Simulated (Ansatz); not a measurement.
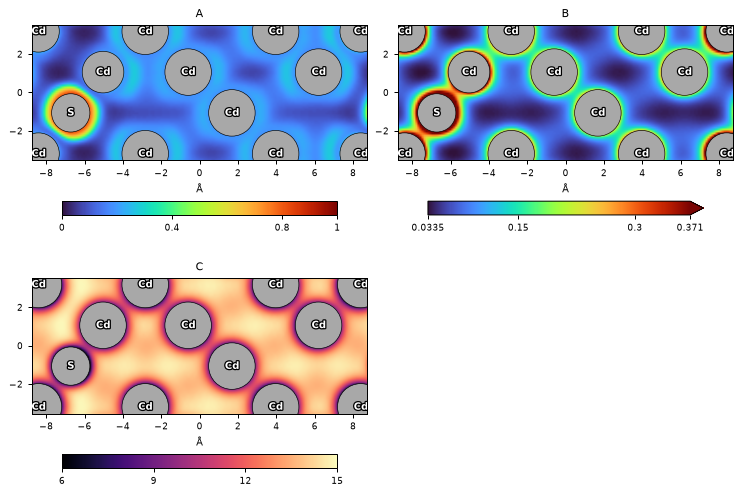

Cd7S: 3 fields on the (110) plane of the conventional cell, with unlabelled colour scales. Grey discs cover the atomic cores.

Space group P-3m1; a generated structure, not necessarily the stable one; changed on purpose from its base cell (volume × 1.03, shape and atoms relaxed).

Level of theory: DFT PBE, scalar-relativistic, plane waves, PAW in Ansatz 0.2.0.

**Match the panels to the quantities (electron localisation function, electrostatic potential energy of an electron and valence pseudo-density).**

Panel A: electron localisation function. Panel B: valence pseudo-density. Panel C: electrostatic potential energy of an electron (low next to the atoms, rising into the space between them). From the grid: Cd–S (2.71 Å): ρ is about 0.29 e/Å³ halfway; the ELF peaks at about 0.85 in the valence shell of S, 0.8 Å from its nucleus, and drops to about 0.15 between the two atoms.
